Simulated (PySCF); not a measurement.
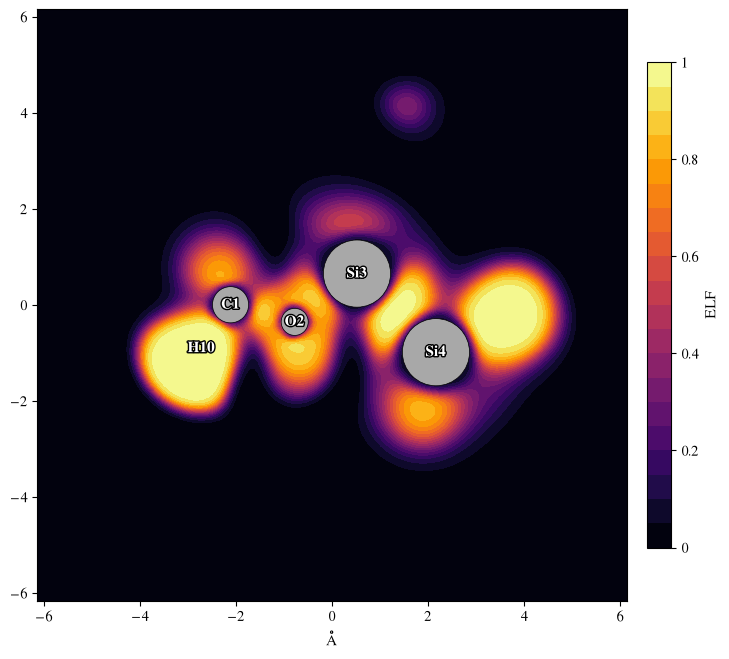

Figure 1: C2H14OSi5. ELF on the plane of atoms O2, Si3 and Si4. Grey discs cover the atomic cores.

Geometry: GFN2-xTB.

Computed with PySCF, PBE0/pcSseg-1, SCF density, gas phase, non-relativistic.

```xyz
22

C     3.1895   -0.0390   -0.7057
O     2.2557   -0.3730    0.2664
Si    1.0340    0.5678    0.8288
Si    0.0165   -1.0354    2.1632
Si   -1.4232   -2.2212    0.7499
Si   -1.6687   -0.9779   -1.2221
Si   -0.4368    1.0080   -0.9474
C    -1.6407    2.4007   -0.4535
H     2.6967    0.1698   -1.6597
H     3.8717   -0.8806   -0.8303
H     3.7626    0.8434   -0.4099
H     1.6458    1.7673    1.4417
H    -0.7842   -0.3133    3.1681
H     0.8845   -1.8982    2.9733
H    -2.7245   -2.4942    1.3777
H    -0.9176   -3.5702    0.4542
H    -1.1954   -1.7443   -2.3852
H    -3.0780   -0.7225   -1.5556
H     0.1870    1.4756   -2.2079
H    -2.1843    2.1363    0.4493
H    -2.3727    2.5817   -1.2340
H    -1.1284    3.3384   -0.2620
```

Q: Interpret the plot.

A: The section cuts through C, O, Si and H sites.
C–O (1.39 Å): the ELF peaks at about 0.90 between the atoms; a shared but strongly polarised pair.
Si–O (1.64 Å): the ELF peaks at about 0.85 between the atoms; a shared but strongly polarised pair.
Si–Si (2.32 Å): the ELF peaks at about 1 between the atoms (localised, covalent bonding).
C–H (1.09 Å): the ELF climbs to about 1 towards the hydrogen, as it does in any bond to H: a covalent bond by its length.
The ELF also peaks beside O2, away from the bonds: lone-pair regions.
